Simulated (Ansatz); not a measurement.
# MoS2 (R3m): how far a G0W0 gap depends on its settings

Aim: test how the G0W0 gap of MoS2 in the 3R-MoS2-type structure moves with the number of bands, the screening cutoff and the other choices.

Code: Ansatz 0.2.0. G0W0, plane waves. No spin polarisation and no zero-point or thermal motion.

3 further runs of the same task are left out: 1 for a known fault of the program, 2 that didn't finish.

### Step 1. The cell

The cell was relaxed beforehand with r2SCAN+rVV10.

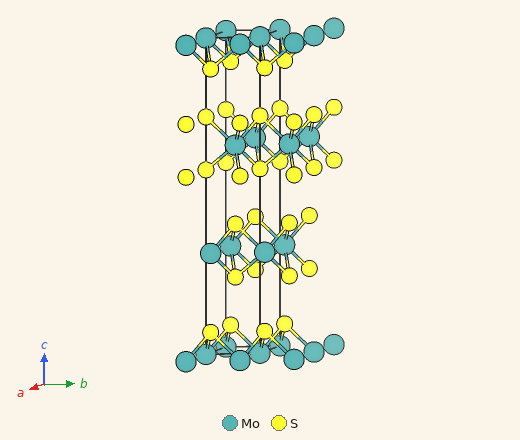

View slightly off an axis; molybdenum teal, sulfur yellow. 2×2×1 conventional cells are drawn.

As a file:

Space group R3m:H (No. 160). a = 3.175 Å, b = 3.175 Å, c = 18.582 Å, α = 90.00°, β = 90.00°, γ = 120.00°
```
atom  site  symmetry       x       y       z
  Mo    3a        3m  0.6667  0.3333  0.3333
   S    3a        3m  0.3333  0.6667  0.0837
   S    3a        3m  0.0000  0.0000  0.2497
```

### Step 2. From LDA, 60 empty bands, 80 eV

Input file input.yaml:

```yaml
crystal:
  lattice:
    - [1.5875907347, 0.916595938, 6.1939395993]
    - [-1.5875907347, 0.916595938, 6.1939395993]
    - [0.0, -1.833191876, 6.1939395993]
  atoms:
    - { symbol: Mo, position: [-1.46007e-05, -1.46007e-05, -1.46007e-05] }
    - { symbol: S, position: [0.4170015121, 0.4170015121, 0.4170015121] }
    - { symbol: S, position: [0.2496797553, 0.2496797553, 0.2496797553] }
kpoints:
  mp_grid: { grid: [4, 4, 4] }
hamiltonian:
  xc: lda
scf:
  occupations: { method: fixed }
gw:
  n_empty_bands: 60
  ecut_chi: 80
  qp_bands: [v1, c1]
  qp_kpoints: band_edges
  screening: { model: contour_deformation }
```

Started as:

```bash
ansatz run input.yaml --threads 4 --pin off --max-ram 3686MiB --backend cpu --events-out ev --progress --plain --runs-dir out
```

Output (excerpt; [...] marks lines left out):

```text
Warning: RAYON_NUM_THREADS=4 ignored (pool sized by the plan → 4); use --threads N
[...]
Pseudopotentials: kind: paw
Pseudopotential: Mo, paw, valence charge 14, recommended cutoff 420 eV (normal), Mo.paw.azcp
Pseudopotential: S, paw, valence charge 6, recommended cutoff 420 eV (normal), S.paw.azcp
Functional definition: SPW92
[...]
Crystal: 3 atoms, lattice volume = 54.080 Å³
Basis set: ecut = 420 eV, 1035 PW (Γ)
Bands: 17, of which v1, the nominal top of the filled ones, is band 13 counted from 1 (12 counted from 0)
Symmetry: 6 space group operations
Space group: R3m (ITA 160), of the structure as read, at distance tolerance 3.8e-5 Å
k-points: 13 of 64 (time reversal used)
[...]
SCF iter   1: F=—  HF=-6584.906075 eV  |F-HF|=—  |Δ(HF+E_count)|=         —  Δρ=7.85e-3  dr2=2.16e-2  ethr=1.77e-3  ⟨swp⟩=4.8  Hψ=1027  notcnv=0  defer=24
[...]
SCF iter   8: F=-6584.905543 eV  HF=-6584.905543 eV  |F-HF|=2.26e-9  |Δ(HF+E_count)|=   3.38e-8  Δρ=7.35e-6  dr2=1.52e-8  ethr=3.85e-10  ⟨swp⟩=4.1  Hψ=722  notcnv=0
[...]
NSCF: frozen V_eff on 13 k-points
G₀W₀ screening: q 1/13
G₀W₀ screening: q 2/13 (q-point 5)
G₀W₀ screening: q 3/13 (q-point 2)
G₀W₀ screening: q 4/13
G₀W₀ screening: q 5/13 (q-point 6)
G₀W₀ screening: q 6/13 (q-point 9)
G₀W₀ screening: q 7/13 (q-point 10)
G₀W₀ screening: q 8/13 (q-point 11)
G₀W₀ screening: q 9/13 (q-point 12)
G₀W₀ screening: q 10/13 (q-point 3)
G₀W₀ screening: q 11/13 (q-point 7)
G₀W₀ screening: q 12/13 (q-point 8)
[...]
     2    14     12.1114   -16.3801    -4.4828   -22.0544  0.7283    13.3397    13.3029  root
     3    13      9.1923   -19.3406     1.6284   -18.1190  0.7377     9.5967     9.5992  root
     3    14     11.8635   -13.7413    -3.8451   -18.5197  0.7474    12.8134    12.7967  root
     4    13      9.3003   -19.5045     1.2914   -18.7219  0.7403     9.8059     9.8091  root
     4    14     11.9689   -14.9046    -3.8401   -19.7458  0.7403    12.9916    12.9700  root
     5    13      9.3234   -19.5076     1.2917   -18.7194  0.7413     9.8240     9.8269  root
     5    14     11.7274   -14.4162    -3.6928   -19.0755  0.7457    12.7108    12.6939  root
     6    13      9.2699   -18.1772     1.6623   -16.7902  0.7490     9.5441     9.5452  root
     6    14     12.0671   -16.4052    -4.4574   -22.0600  0.7292    13.3005    13.2644  root
     7    13     10.2732   -19.4210     1.1609   -18.7044  0.7448    10.7157    10.7175  root
     7    14     12.5967   -13.6289    -4.0070   -18.6024  0.7452    13.5831    13.5632  root
     8    13      9.1405   -19.1885     1.5719   -18.0362  0.7375     9.5577     9.5601  root
     8    14     12.1970   -14.0707    -4.0122   -19.0493  0.7424    13.1847    13.1634  root
     9    13      9.1994   -18.1730     1.6597   -16.7970  0.7477     9.4819     9.4831  root
     9    14     12.0871   -16.3898    -4.4688   -22.0530  0.7288    13.3181    13.2816  root
    10    13      9.1884   -19.3212     1.5274   -18.2345  0.7366     9.6262     9.6292  root
    10    14     12.1222   -14.4468    -3.8619   -19.2776  0.7394    13.1109    13.0911  root
    12    13     10.5563   -19.7892     0.9279   -19.3684  0.7434    11.0615    11.0634  root
    12    14     12.6491   -13.6275    -4.0377   -18.6323  0.7444    13.6364    13.6161  root
```

Run time: 27 s. Hardware: 4 threads of Arm Neoverse N1, shared host; peak memory 0.45 GiB.

With 60 empty bands and 80 eV for the screening, the 4×4×4 mesh shows 1.17 eV for LDA and 1.58 eV for the quasiparticles (+0.41 eV). The renormalisation factors Z of the two edge bands lie between 0.73 and 0.75.

### Step 3. From PBE, 150 empty bands, 100 eV

input.yaml: that of step 2 with these lines changed.

```diff
@@ -12,3 +12,3 @@
 hamiltonian:
-  xc: lda
+  xc: pbe
 scf:
@@ -16,4 +16,4 @@
 gw:
-  n_empty_bands: 60
-  ecut_chi: 80
+  n_empty_bands: 150
+  ecut_chi: 100
   qp_bands: [v1, c1]
```

Started as:

```bash
ansatz run input.yaml --threads 4 --pin off --max-ram 3686MiB --backend cpu --events-out ev --progress --plain --runs-dir out
```

Output:

```text
Warning: RAYON_NUM_THREADS=4 ignored (pool sized by the plan → 4); use --threads N
Engine: ansatz 0.2.0, aarch64-unknown-linux-gnu
Pseudopotentials: kind: paw
Pseudopotential: Mo, paw, valence charge 14, recommended cutoff 420 eV (normal), Mo.paw.azcp
Pseudopotential: S, paw, valence charge 6, recommended cutoff 420 eV (normal), S.paw.azcp
Functional definition: PBE
  parameter kappa = 0.804
  parameter beta = 0.06672455060314922
  exchange = pbe_x(kappa = kappa, mu = beta*pi^2/3)
  correlation = pbe_c(beta = beta)
Crystal: 3 atoms, lattice volume = 54.080 Å³
Basis set: ecut = 420 eV, 1035 PW (Γ)
Bands: 17, of which v1, the nominal top of the filled ones, is band 13 counted from 1 (12 counted from 0)
Symmetry: 6 space group operations
Space group: R3m (ITA 160), of the structure as read, at distance tolerance 3.8e-5 Å
k-points: 13 of 64 (time reversal used)
Non-local potential: Mo, projectors of the file, l = 0: 3, l = 1: 2, l = 2: 2, l = 3: 1
Non-local potential: S, projectors of the file, l = 0: 2, l = 1: 2, l = 2: 2
PAW form: soft (Blöchl's): semilocal exchange-correlation on the pseudo side does not see the compensation charge
PAW one-centre angular grid: Mo, 590 points (default); XC on 64 Gauss nodes
PAW one-centre angular grid: S, 110 points (default); XC on 64 Gauss nodes
Initial density: superposition of atomic densities (neutral atoms: chi_scale 0, normalization atom), corrected by the library's trained network
Initial wavefunctions: pseudopotential atomic-orbital guess
Functional: x = pbe(κ = 0.804, μ = 0.2195149727645171), c = pbe(β = 0.06672455060314922)
SCF iter   1: F=—  HF=-6762.824937 eV  |F-HF|=—  |Δ(HF+E_count)|=         —  Δρ=5.49e-3  dr2=4.08e-3  ethr=1.77e-3  ⟨swp⟩=4.8  Hψ=1035  notcnv=0  defer=25
preconditioner: auto → none  [insulator: Δε(μ)=1.228 eV  Ē_g=8.144 eV  n_scr=16 (ndim 8)  ℏωp=21.4 eV  f_vac=0.018  ε∞_Penn≈7.9]
SCF iter   2: F=—  HF=-6762.829403 eV  |F-HF|=—  |Δ(HF+E_count)|=   4.47e-3  Δρ=2.90e-3  dr2=1.60e-3  ethr=1.57e-5  ⟨swp⟩=2.0  Hψ=454  notcnv=0  defer=26
SCF iter   3: F=—  HF=-6762.831879 eV  |F-HF|=—  |Δ(HF+E_count)|=   2.48e-3  Δρ=2.20e-3  dr2=6.13e-3  ethr=6.17e-6  ⟨swp⟩=2.4  Hψ=381  notcnv=0  defer=26  recentre
SCF iter   4: F=—  HF=-6762.831387 eV  |F-HF|=—  |Δ(HF+E_count)|=   4.93e-4  Δρ=4.01e-4  dr2=2.27e-4  ethr=6.17e-6  ⟨swp⟩=2.2  Hψ=344  notcnv=0  defer=26
SCF iter   5: F=—  HF=-6762.831375 eV  |F-HF|=—  |Δ(HF+E_count)|=   1.19e-5  Δρ=1.35e-4  dr2=1.83e-5  ethr=8.72e-7  ⟨swp⟩=2.0  Hψ=284  notcnv=0  defer=7
SCF iter   6: F=—  HF=-6762.831374 eV  |F-HF|=—  |Δ(HF+E_count)|=   8.03e-7  Δρ=5.92e-5  dr2=1.85e-6  ethr=7.04e-8  ⟨swp⟩=2.0  Hψ=315  notcnv=0
SCF iter   7: F=—  HF=-6762.831375 eV  |F-HF|=—  |Δ(HF+E_count)|=   6.28e-7  Δρ=1.80e-5  dr2=1.15e-7  ethr=7.13e-9  ⟨swp⟩=2.0  Hψ=312  notcnv=0
SCF iter   8: F=-6762.831375 eV  HF=-6762.831375 eV  |F-HF|=5.50e-9  |Δ(HF+E_count)|=   2.01e-7  Δρ=4.31e-6  dr2=1.79e-8  ethr=3.85e-10  ⟨swp⟩=4.3  Hψ=741  notcnv=0
SCF 1 converged in 8 iterations: F = -6762.831375 eV  dr2 = 1.79e-8
NSCF: frozen V_eff on 13 k-points
G₀W₀ screening: q 1/13
G₀W₀ screening: q 2/13 (q-point 5)
G₀W₀ screening: q 3/13 (q-point 2)
G₀W₀ screening: q 4/13
G₀W₀ screening: q 5/13 (q-point 6)
G₀W₀ screening: q 6/13 (q-point 9)
G₀W₀ screening: q 7/13 (q-point 10)
G₀W₀ screening: q 8/13 (q-point 11)
G₀W₀ screening: q 9/13 (q-point 12)
G₀W₀ screening: q 10/13 (q-point 3)
G₀W₀ screening: q 11/13 (q-point 7)
G₀W₀ screening: q 12/13 (q-point 8)
G₀W₀ screening: q 13/13
G₀W₀ self-energy: k 1/12
G₀W₀ self-energy: k 2/12
G₀W₀ self-energy: k 3/12
G₀W₀ self-energy: k 4/12
G₀W₀ self-energy: k 5/12
G₀W₀ self-energy: k 6/12
G₀W₀ self-energy: k 7/12
G₀W₀ self-energy: k 8/12
G₀W₀ self-energy: k 9/12
G₀W₀ self-energy: k 10/12
G₀W₀ self-energy: k 11/12
G₀W₀ self-energy: k 12/12
NSCF: frozen V_eff on 1 k-points
NSCF: frozen V_eff on 1 k-points
NSCF: frozen V_eff on 1 k-points
SCF converged after 8 iterations
Free energy (F): -6762.831375 eV
Harris-Foulkes:  -6762.831375 eV  (|F-HF|=5.50e-9)
Internal energy: -6762.831375 eV  (E = F + TS)
E sigma→0 (E₀):  -6762.831375 eV
Fermi energy:    10.784648 eV
--- Per-component energies (eV) ---
  E_band       = -160.208846
  E_kinetic    = 656.126931
  E_local      = -1998.928661  (includes V_loc(G=0)·N_el)
  E_nonlocal   = 199.224951
  E_hartree    = 770.938612
  E_xc         = -378.604515
  E_vxc        = -405.146504  (∫ρ·V_xc dr)
  E_paw        = -4401.545845  (= ΣΔE_a)
  E_vpaw       = -153.368302  (= ΣTr[D̂ρ^β])
  E_aug_tail   = 0.000042  (compensation charges beyond the density's cutoff)
  E_ewald      = -1610.042890
  E_smearing   = -0.000000  (= −TS)
  E_closure    = 0.000000  (closes the sum)
  Σ components = -6762.831375   (vs F -6762.831375, Δ=0.00e0)
--- Band table (eV; the first three rows and the last of 13) ---
  k-point 0: bands = ["-50.7593", "-24.8997", "-24.6938", "-24.6938", "-4.1999", "-2.5499", "3.9229", "7.4348", "7.4348", "8.5361", "8.5361", "9.5282", "9.6586", "12.8081", "12.8081", "13.1811", "13.1811"]
  k-point 1: bands = ["-50.7399", "-24.8879", "-24.8609", "-24.7383", "-3.3441", "-2.2791", "4.6812", "6.1584", "6.7027", "7.5350", "8.2870", "9.1416", "9.3034", "12.0200", "12.5388", "13.3498", "13.7847"]
  k-point 2: bands = ["-50.7205", "-25.0763", "-24.8218", "-24.7823", "-2.2332", "-1.9545", "4.1725", "5.2961", "5.8348", "6.8418", "8.4568", "9.1651", "9.3520", "12.3679", "12.7895", "14.2212", "14.2265"]
  k-point 12: bands = ["-50.7593", "-24.8998", "-24.6939", "-24.6939", "-3.9603", "-2.9497", "4.8837", "7.3469", "7.4206", "7.4206", "8.5635", "8.5635", "10.7846", "12.8968", "12.8968", "13.0567", "13.0567"]
--- G₀W₀: contour deformation, 7 samples at zero and on the imaginary axis and 1 off it, 64 q-points, 150 empty bands' worth ---
  eigenvalues of the whole cell's RPA ε∞ on this k-mesh (on a slab, of 1 + 4πα/V) = 5.7778, 12.4886, 12.4886; static W/v taken at q = 0 is 0.047320
  bands read: the sum over 163 bands ends inside a degenerate multiplet in 1 slot, whose members it reads at an even weight; the widest, k=7: bands 163 to 164 (counted from 1) at 1/2 each
  gw.qp_kpoints: band_edges: 12 of 13 stored k-points solved, in 1 pass; an edge of the gap read off the rows below is read off those points alone
    valence top: of the k-points left out ik 0 came nearest to being solved in a further pass, in band 13 (counted from 1, as in the quasiparticle table): it holds the edge there only if its correction is more favourable than any solved in that band by at least 1.126 eV; those differ by 0.213 eV
    conduction bottom: of the k-points left out ik 0 came nearest to being solved in a further pass, in band 14 (counted from 1, as in the quasiparticle table): it holds the edge there only if its correction is more favourable than any solved in that band by at least 0.788 eV; those differ by 0.254 eV
    ik  band        ε_KS         Σx   Σc(E_QP)       V_xc       Z   E_QP_lin       E_QP  E_QP is
     1    13      9.3034   -19.2735     1.4055   -17.8074  0.7335     9.2427     9.2427  root
     1    14     12.0200   -13.6322    -4.0195   -18.0792  0.7456    12.4504    12.4475  root
     2    13      9.3520   -18.0802     1.4030   -16.4951  0.7443     9.1693     9.1699  root
     2    14     12.3679   -16.4262    -4.7573   -21.8619  0.7250    13.0564    13.0463  root
     3    13      9.4353   -19.3994     1.3685   -17.9724  0.7349     9.3768     9.3769  root
     3    14     12.1523   -13.8139    -4.0966   -18.3568  0.7437    12.6020    12.5986  root
     4    13      9.5561   -19.5472     1.0249   -18.5251  0.7378     9.5589     9.5589  root
     4    14     12.2394   -15.0566    -4.0934   -19.6595  0.7363    12.7537    12.7489  root
     5    13      9.5776   -19.5515     1.0239   -18.5276  0.7384     9.5776     9.5776  root
     5    14     12.0104   -14.5565    -3.9439   -18.9708  0.7418    12.4844    12.4808  root
     6    13      9.5118   -18.2074     1.4192   -16.6001  0.7464     9.3232     9.3237  root
     6    14     12.3248   -16.4504    -4.7332   -21.8655  0.7258    13.0167    13.0067  root
     7    13     10.5053   -19.4887     0.9046   -18.5561  0.7417    10.4773    10.4773  root
     7    14     12.8452   -13.6481    -4.2683   -18.4276  0.7430    13.3613    13.3564  root
     8    13      9.3895   -19.2471     1.3229   -17.8697  0.7343     9.3350     9.3351  root
     8    14     12.4766   -14.1412    -4.2605   -18.8839  0.7386    12.9634    12.9587  root
     9    13      9.4454   -18.2023     1.4183   -16.6013  0.7453     9.2622     9.2627  root
     9    14     12.3444   -16.4356    -4.7438   -21.8596  0.7255    13.0346    13.0245  root
    10    13      9.4374   -19.3699     1.2803   -18.0503  0.7339     9.3981     9.3981  root
    10    14     12.3713   -14.4852    -4.1219   -19.1090  0.7365    12.8778    12.8732  root
    11    13      9.5335   -19.5110     1.0350   -18.4768  0.7375     9.5342     9.5342  root
    11    14     12.4763   -16.1290    -4.3560   -21.0681  0.7249    13.0676    13.0594  root
    12    13     10.7846   -19.8491     0.6708   -19.2035  0.7403    10.8098    10.8098  root
    12    14     12.8968   -13.6460    -4.2988   -18.4566  0.7423    13.4137    13.4086  root
```

Wall time 66 s (4 threads of Arm Neoverse N1, shared host); peak memory 0.67 GiB.

On its 4×4×4 mesh the gap goes from 1.23 eV (PBE) to 1.64 eV, a shift of +0.41 eV, with 150 empty bands and a screening cutoff of 100 eV. The renormalisation factors Z of the two edge bands lie between 0.72 and 0.75.

### Step 4. From HSE06, 60 empty bands, 80 eV, static_remainder True

input.yaml: that of step 3 with these lines changed.

```diff
@@ -12,3 +12,3 @@
 hamiltonian:
-  xc: pbe
+  xc: hse06
 scf:
@@ -16,4 +16,4 @@
 gw:
-  n_empty_bands: 150
-  ecut_chi: 100
+  n_empty_bands: 60
+  ecut_chi: 80
   qp_bands: [v1, c1]
@@ -21 +21,2 @@
   screening: { model: contour_deformation }
+  static_remainder: true
```

Started as:

```bash
ansatz run input.yaml --threads 4 --pin off --max-ram 3686MiB --backend cpu --events-out ev --progress --plain --runs-dir out
```

Output:

```text
Error: gw.static_remainder: true with hamiltonian.pseudopotentials.kind: paw|paw_fr|all_electron — the remainder's closure is formed of plane waves alone, without the terms of the atoms; leave out gw.static_remainder, or use kind: nc
```

Run time: 0.05 s. Hardware: 4 threads of Arm Neoverse N1, shared host; peak memory 0.04 GiB.

The program stopped this run and gives no value; its message says why.

### Step 5. Results

```
start  potentials  frequencies  empty bands  cutoff (eV)   mesh  Kohn-Sham gap (eV)  G0W0 gap (eV)
  LDA         PAW         full           60           80  4×4×4                1.17           1.58
  PBE         PAW         full          150          100  4×4×4                1.23           1.64
```

Gaps are those on each run's own mesh. Runs that failed or were set aside have no row.

What this shows: Over the runs in the table the G0W0 gap on the mesh spans 1.58 to 1.64 eV, and the shift from the starting levels +0.41 eV; where more than one setting differs between two runs, no single one explains their difference. G0W0 here is at a finite number of bands, screening cutoff and k mesh, not at the basis limit.
